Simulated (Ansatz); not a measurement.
Take GaN in the zinc blende structure (space group F-43m, No. 216; a = 4.498 Å) as the base.

One thing is altered: every N is replaced by Sb; the structure is relaxed again.

Calculations: r2SCAN (Ansatz, an electronic-structure program, PAW, without spin-orbit coupling), earlier PAW set.

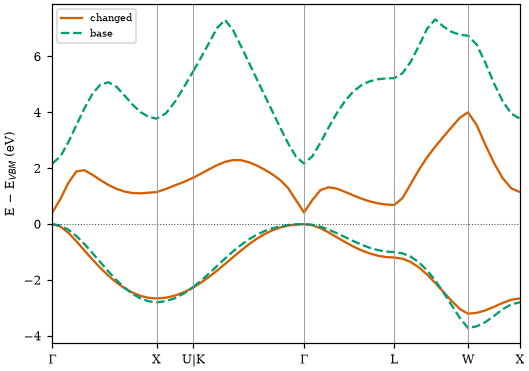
*Highest valence and lowest conduction band along the path, each from its own valence-band maximum*

**Question.** Read the changed gap and its character from the plot.

**Answer.** About 0.4 eV, direct at Γ.

Spin-orbit coupling, missing from the scalar runs, can matter with Sb. No phonon test of stability was made. This is not the structure that GaN has at room temperature and ambient pressure.
